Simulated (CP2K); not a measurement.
**BOF (fluoro(oxo)borane): SVWN5/cc-pVTZ**

Aim: the vertical singlet–triplet gap of BOF (fluoro(oxo)borane) at SVWN5/cc-pVTZ, from 2 runs. 

The results are computed with CP2K 2026.2.

6 further runs of the same task are left out: 4 that didn't finish, 2 set aside as unsound or not needed.

### Step 1. The molecule

The species is BOF (3 atoms), meant as a singlet with charge 0. SMILES: `O=BF`. Geometry: relaxed at PBE0-D4/def2-TZVP.

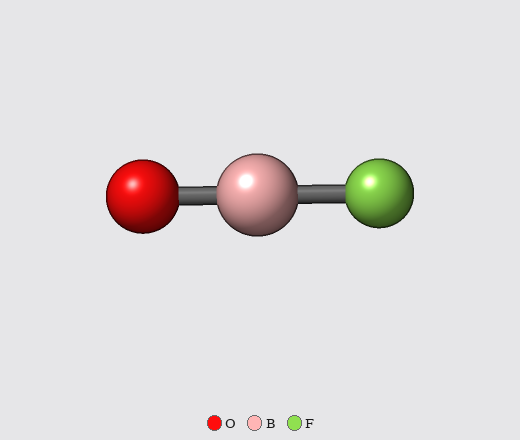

Viewed from a chosen angle; oxygen red, boron pink, fluorine green.

### Step 2. The energy at SVWN5/cc-pVTZ

The input, mol.inp:

```
&GLOBAL
  PROJECT mol
  RUN_TYPE ENERGY
  PRINT_LEVEL MEDIUM
&END GLOBAL
&FORCE_EVAL
  METHOD QS
  &DFT
    BASIS_SET_FILE_NAME ./cc_pvtz.basis
    POTENTIAL_FILE_NAME POTENTIAL
    CHARGE 0
    MULTIPLICITY 1
    &QS
      METHOD GAPW
      EPS_DEFAULT 1.0E-10
    &END QS
    &MGRID
      CUTOFF 280
      REL_CUTOFF 50
      NGRIDS 4
    &END MGRID
    &POISSON
      PERIODIC NONE
      POISSON_SOLVER MULTIPOLE
    &END POISSON
    &SCF
      SCF_GUESS ATOMIC
      EPS_SCF 1.0E-07
      MAX_SCF 100
      ADDED_MOS 5
      &DIAGONALIZATION
        ALGORITHM STANDARD
      &END DIAGONALIZATION
      &MIXING
        METHOD PULAY_MIXING
        ALPHA 0.2
        NBUFFER 4
      &END MIXING
    &END SCF
    &XC
      &XC_FUNCTIONAL
        &LDA_X
        &END LDA_X
        &LDA_C_VWN
        &END LDA_C_VWN
      &END XC_FUNCTIONAL
    &END XC
    &PRINT
      &MOMENTS
        PERIODIC F
        REFERENCE COM
        MAX_MOMENT 1
      &END MOMENTS
      &MO ON
        ENERGIES T
        OCCUPATION_NUMBERS T
        NDIGITS 6
        &EACH
          QS_SCF 0
        &END EACH
        ADD_LAST NUMERIC
      &END MO
      &LOWDIN ON
      &END LOWDIN
      &HIRSHFELD OFF
      &END HIRSHFELD
    &END PRINT
  &END DFT
  &SUBSYS
    &CELL
      ABC [angstrom] 9 8.1 8
      PERIODIC NONE
    &END CELL
    &COORD
      O      5.493250     3.479050     4.484850
      B      4.530450     4.032550     4.014850
      F      3.506750     4.620950     3.515150
    &END COORD
    &KIND O
      BASIS_SET cc-pVTZ
      POTENTIAL ALL
      LEBEDEV_GRID 194
      RADIAL_GRID 100
    &END KIND
    &KIND B
      BASIS_SET cc-pVTZ
      POTENTIAL ALL
      LEBEDEV_GRID 194
      RADIAL_GRID 100
    &END KIND
    &KIND F
      BASIS_SET cc-pVTZ
      POTENTIAL ALL
      LEBEDEV_GRID 194
      RADIAL_GRID 100
    &END KIND
  &END SUBSYS
&END FORCE_EVAL
```

Run with:

```bash
$ OMP_NUM_THREADS=1 cp2k.psmp mol.inp > mol.out
```

What it wrote:

```text
CP2K| version string:                                       CP2K version 2026.2
[...]
 GLOBAL| Method name                                                        CP2K
[...]
 GLOBAL| Run type                                                         ENERGY
[...]
 DFT| Spin restricted Kohn-Sham (RKS) calculation                            RKS
 DFT| Multiplicity                                                             1
[...]
 DFT| Charge                                                                   0
[...]
 FUNCTIONAL| LDA_X:
[...]
 FUNCTIONAL| LDA_C_VWN:
[...]
 QS| Method:                                                                GAPW
[...]
 QS| Density cutoff [a.u.]:                                                140.0
[...]
 QS| Relative density cutoff [a.u.]:                                        25.0
[...]
                             - Atoms:                                          3
[...]
                             - Spherical basis functions:                     90
[...]
 Number of electrons:                                                         22
[...]
     1 NoMix/Diag. 0.20E+00    0.3     1.06525948      -198.9152338879 -1.99E+02
[...]
    48 Pulay/Diag. 0.20E+00    0.4     0.00000004      -198.6503612693 -1.01E-07
  *** SCF run converged in    48 steps ***
[...]
  Overlap energy of the core charge distribution:               0.00010063930788
  Self energy of the core charge distribution:               -193.72584772147366
  Core Hamiltonian energy:                                    -17.53176837904637
  Hartree energy:                                              32.06088696981104
  Exchange-correlation energy:                                 -8.82786627190854
[...]
                     Mulliken Population Analysis
 #  Atom  Element  Kind  Atomic population                           Net charge
       1     O        1          8.156373                             -0.156373
       2     B        2          4.740445                              0.259555
       3     F        3          9.103183                             -0.103183
 # Total charge                             22.000000                 -0.000000
[...]
  Dipole moment [Debye]
    X= -0.1609985E+01 Y=  0.9309938E+00 Z= -0.7910549E+00  Total=      2.0210320
 ENERGY| Total FORCE_EVAL ( QS ) energy [hartree]           -198.650361269308405
[...]
```

Run time: 18 s. Hardware: 1 thread of Arm Neoverse V1, shared host; peak memory 0.46 GiB.

### Step 3. The triplet, same level

The input, job.inp:

```
&GLOBAL
   PROJECT job
   RUN_TYPE ENERGY
   PRINT_LEVEL MEDIUM
&END GLOBAL

&FORCE_EVAL
   METHOD QS
   &DFT
      BASIS_SET_FILE_NAME ./cc_pvtz.basis
      POTENTIAL_FILE_NAME POTENTIAL
      MULTIPLICITY 3
      UKS T
      ! Quickstep
      &QS
         METHOD GAPW
         EPS_DEFAULT 1.0E-10
      &END QS
      ! plane-wave cutoff in Ry
      &MGRID
         CUTOFF 280
         REL_CUTOFF 50
         NGRIDS 4
      &END MGRID
      ! cluster boundary conditions
      &POISSON
         PERIODIC NONE
         POISSON_SOLVER MULTIPOLE
      &END POISSON
      ! self-consistent field
      &SCF
         SCF_GUESS ATOMIC
         EPS_SCF 1.0E-06
         MAX_SCF 40
         &OT
            MINIMIZER CG
            PRECONDITIONER FULL_SINGLE_INVERSE
            LINESEARCH 3PNT
         &END OT
         &OUTER_SCF
            EPS_SCF 1.0E-06
            MAX_SCF 10
         &END OUTER_SCF
      &END SCF
      &XC
         &XC_FUNCTIONAL
            &LDA_X
            &END LDA_X
            &LDA_C_VWN
            &END LDA_C_VWN
         &END XC_FUNCTIONAL
      &END XC
      ! extra output
      &PRINT
         &MOMENTS
            PERIODIC F
            REFERENCE COM
            MAX_MOMENT 1
         &END MOMENTS
         &MO_CUBES
            NLUMO 5
            NHOMO -1
            WRITE_CUBE F
         &END MO_CUBES
         &LOWDIN ON
         &END LOWDIN
         &HIRSHFELD OFF
         &END HIRSHFELD
      &END PRINT
   &END DFT
   ! structure
   &SUBSYS
      ! box in angstrom
      &CELL
         ABC 9 8.1 8
         PERIODIC NONE
      &END CELL
      &COORD
         UNIT bohr
         O      1.8577898    -1.0678842     0.9068796
         B      0.0383614    -0.0219208     0.0187083
         F     -1.8961512     1.0899940    -0.9255879
      &END COORD
      &TOPOLOGY
         &CENTER_COORDINATES
         &END CENTER_COORDINATES
      &END TOPOLOGY
      &KIND O
         BASIS_SET cc-pVTZ
         POTENTIAL ALL
         LEBEDEV_GRID 194
         RADIAL_GRID 100
      &END KIND
      &KIND B
         BASIS_SET cc-pVTZ
         POTENTIAL ALL
         LEBEDEV_GRID 194
         RADIAL_GRID 100
      &END KIND
      &KIND F
         BASIS_SET cc-pVTZ
         POTENTIAL ALL
         LEBEDEV_GRID 194
         RADIAL_GRID 100
      &END KIND
   &END SUBSYS
&END FORCE_EVAL
```

Run with:

```bash
$ OMP_NUM_THREADS=1 cp2k.psmp job.inp > job.out
```

What it wrote:

```text
CP2K| version string:                                       CP2K version 2026.2
[...]
 GLOBAL| Method name                                                        CP2K
[...]
 GLOBAL| Run type                                                         ENERGY
[...]
 DFT| Spin unrestricted (spin-polarized) Kohn-Sham calculation               UKS
 DFT| Multiplicity                                                             3
[...]
 DFT| Charge                                                                   0
[...]
 FUNCTIONAL| LDA_X:
[...]
 FUNCTIONAL| LDA_C_VWN:
[...]
 QS| Method:                                                                GAPW
[...]
 QS| Density cutoff [a.u.]:                                                140.0
[...]
 QS| Relative density cutoff [a.u.]:                                        25.0
[...]
                             - Atoms:                                          3
[...]
                             - Spherical basis functions:                     90
[...]
 Number of electrons:                                                         12
[...]
     1 OT CG       0.64E-01    0.6     0.34686618      -187.2629306970 -1.87E+02
[...]
    40 OT CG       0.34E-02    0.6     0.00000099      -198.3561645125 -6.17E-12
  *** SCF run converged in    40 steps ***
[...]
  Overlap energy of the core charge distribution:               0.00010063925642
  Self energy of the core charge distribution:               -193.72584772147366
  Core Hamiltonian energy:                                    -17.55981233985458
  Hartree energy:                                              32.28216404222862
  Exchange-correlation energy:                                 -8.74484976928523
[...]
                     Mulliken Population Analysis
 #  Atom  Element  Kind  Atomic population (alpha,beta) Net charge  Spin moment
       1     O        1         4.168614     3.475154     0.356232     0.693460
       2     B        2         3.308015     2.129900    -0.437915     1.178115
       3     F        3         4.523371     4.394946     0.081683     0.128425
 # Total charge and spin       12.000000    10.000000    -0.000000     2.000000
[...]
  Dipole moment [Debye]
    X=  0.8496275E-01 Y= -0.5679795E-01 Z=  0.4781289E-01  Total=      0.1128306
[...]
 HOMO - LUMO gap [eV] :    0.085418
 ENERGY| Total FORCE_EVAL ( QS ) energy [hartree]           -198.356164512454427
[...]
```

It took 4.7 min on 1 thread of Arm Neoverse V1, shared host; peak memory 0.39 GiB.

### Step 4. Outcome

At SVWN5/cc-pVTZ:

```
                                        quantity          value
                           singlet: total energy  -198.65036 Eh
                          singlet: dipole moment         2.02 D
                            singlet: HOMO energy       -8.83 eV
                            singlet: LUMO energy       -1.19 eV
                          singlet: HOMO–LUMO gap        7.64 eV
                           triplet: total energy  -198.35616 Eh
                          triplet: dipole moment         0.11 D
     triplet: HOMO energy (highest over α and β)       -2.44 eV
                                   triplet: ⟨S²⟩          2.001
vertical energy of the triplet above the singlet       8.006 eV
```

At this shape the triplet lies 8.01 eV (772 kJ/mol) above the singlet.
